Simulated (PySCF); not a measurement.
# singlet C2H3Cl2Si+: levels of theory compared

We compute a comparison of 6 runs (HF/3-21G, B3LYP/def2-SVP, CAM-B3LYP/def2-SVP, PBE0/def2-SVP, r2SCAN/def2-SVP, SCS-MP2/def2-SVP) of singlet C2H3Cl2Si+. The job is set up through a Python script.

Program for the calculation: PySCF 2.14.0.

1 further run of the same task is left out (set aside as unsound or not needed).

## Step 1: The structure to begin with

C2H3Cl2Si+: 8 atoms, total charge +1, spin state singlet. SMILES of the parent species: `[H]/[C]=C/[SiH](Cl)Cl`. The coordinates come from a PBE0-D4/def2-TZVP relaxation. This is one conformer, not always the lowest. That shape belongs to the parent species and isn't relaxed for this state.

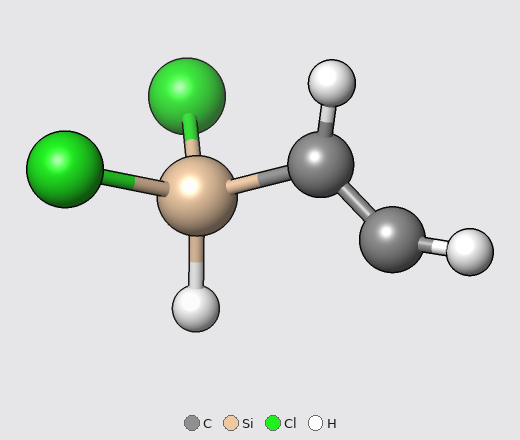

The structure, seen from a chosen angle (carbon grey, silicon light orange, chlorine green, hydrogen white).

## Step 2: The energy at HF/3-21G (run 1)

Contents of calc.py:

```python
from pyscf import gto

mol = gto.M(
    atom='''
C     -0.882880     2.928698     1.245896
C     -0.365851     0.527423     1.394429
Si     0.569941    -1.201488    -1.494962
Cl    -1.914482    -4.094281    -2.137091
Cl     4.089556    -2.727820    -1.010248
H     -1.459813     4.490745     2.429432
H     -0.471676    -0.495297     3.191747
H      0.609437     0.464117    -3.724839
''',
    spin=0,
    unit='bohr',
    charge=1,
    verbose=3,
    max_memory=1860,
    basis='3-21g',
)

mf = mol.RHF()
mf.conv_tol = 1e-10
mf.kernel()
if not mf.converged:
    mf = mf.newton().run(mf.mo_coeff, mf.mo_occ)

etot = mf.e_tot
print('Final energy', etot)
```

On the command line:

```
$ OMP_NUM_THREADS=1 python calc.py
```

Output:

```text
converged SCF energy = -1278.69389684626
Final energy -1278.6938968462582
```

Run time: 1.1 s. Hardware: 1 thread of Intel Xeon at 2.70GHz, shared host; peak memory 0.13 GiB.

## Step 3: A single-point energy at B3LYP/def2-SVP (run 2)

Contents of input.xyz:

```xyz
8
C2H3Cl2Si
C     -0.467200     1.549800     0.659300
C     -0.193600     0.279100     0.737900
Si     0.301600    -0.635800    -0.791100
Cl    -1.013100    -2.166600    -1.130900
Cl     2.164100    -1.443500    -0.534600
H     -0.772500     2.376400     1.285600
H     -0.249600    -0.262100     1.689000
H      0.322500     0.245600    -1.971100
```

Contents of job.py:

```python
from pyscf import gto, dft

mol = gto.M(
    atom='input.xyz',
    verbose=3,
    basis='def2-svp',
    max_memory=1860,
    charge=1,
    spin=0,
)

myscf = dft.RKS(mol)
myscf.xc = 'b3lyp'
myscf.conv_tol = 1e-10
myscf.grids.level = 5
myscf.kernel()
if not myscf.converged:
    myscf = myscf.newton().run(myscf.mo_coeff, myscf.mo_occ)

e_tot = myscf.e_tot
print(f'total energy: {e_tot:.8f} hartree')
```

On the command line:

```
$ OMP_NUM_THREADS=1 python job.py
```

Output:

```text
converged SCF energy = -1287.17659770146
total energy: -1287.17659770 hartree
```

Wall time 32 s (1 thread of Intel Xeon at 2.70GHz, shared host); peak memory 0.51 GiB.

Runs 3 to 5 aren't shown in full; the table further down has their settings and results.

## Step 4: The energy at SCS-MP2/def2-SVP (run 6)

Contents of run.py:

```python
from pyscf import gto, mp

molecule = gto.M(
    atom='''
C     -0.882880     2.928698     1.245896
C     -0.365851     0.527423     1.394429
Si     0.569941    -1.201488    -1.494962
Cl    -1.914482    -4.094281    -2.137091
Cl     4.089556    -2.727820    -1.010248
H     -1.459813     4.490745     2.429432
H     -0.471676    -0.495297     3.191747
H      0.609437     0.464117    -3.724839
''',
    basis='def2-svp',
    charge=1,
    unit='bohr',
    verbose=3,
    max_memory=1860,
)

mf = molecule.RHF()
mf.conv_tol = 1e-10
mf.kernel()
if not mf.converged:
    mf = mf.newton().run(mf.mo_coeff, mf.mo_occ)

pt = mp.MP2(mf, frozen=17).run()
e_final = mf.e_tot + 1.2 * pt.e_corr_os + pt.e_corr_ss / 3
print('E = %.10f Eh' % e_final)
```

On the command line:

```
$ OMP_NUM_THREADS=1 python run.py
```

Output:

```text
converged SCF energy = -1284.66113296914
E(RMP2) = -1285.25147763542  E_corr = -0.59034466627861
E(SCS-RMP2) = -1285.24216391371  E_corr = -0.58103094456835
E = -1285.2421639137 Eh
```

It took 2.5 s on 1 thread of Intel Xeon at 2.70GHz, shared host; peak memory 0.24 GiB.

## Step 5: All runs side by side

```tsv
run	level	integration grid	frozen core orbitals	energy (Eh)	HOMO energy (eV)	LUMO energy (eV)	HOMO–LUMO gap (eV)	wall time
1	HF/3-21G	–	–	-1278.693897	-16.96	-7.66	9.30	1.1 s
2	B3LYP/def2-SVP	5	–	-1287.176598	-13.30	-11.48	1.83	32 s
3	CAM-B3LYP/def2-SVP	5	–	-1287.105525	-14.80	-10.20	4.60	43 s
4	PBE0/def2-SVP	5	–	-1286.609277	-13.64	-11.35	2.29	29 s
5	r2SCAN/def2-SVP	5	–	-1287.002516	-12.76	-12.04	0.72	45 s
6	SCS-MP2/def2-SVP	–	17	-1285.242164	-16.65	-7.32	9.33	2.5 s
```

## Step 6: Results

| quantity | value |
| --- | --- |
| run 6: total energy | -1285.24216 Eh |
| run 6: HOMO energy (Hartree–Fock orbitals) | -16.65 eV |
| run 6: LUMO energy (Hartree–Fock orbitals) | -7.32 eV |
| run 6: HOMO–LUMO gap (Hartree–Fock orbitals) | 9.33 eV |
| run 6: correlation energy (17 core orbitals frozen) | -581.0 mEh |

What this shows: Over runs 1, 2, 3, 4, 5 the HOMO–LUMO gap runs from 0.72 eV (r2SCAN/def2-SVP) to 9.30 eV (HF/3-21G). The two ends differ in method and basis. Totals of different functionals can't be ranked against each other. All runs together took 2.5 min, the longest 45 s.
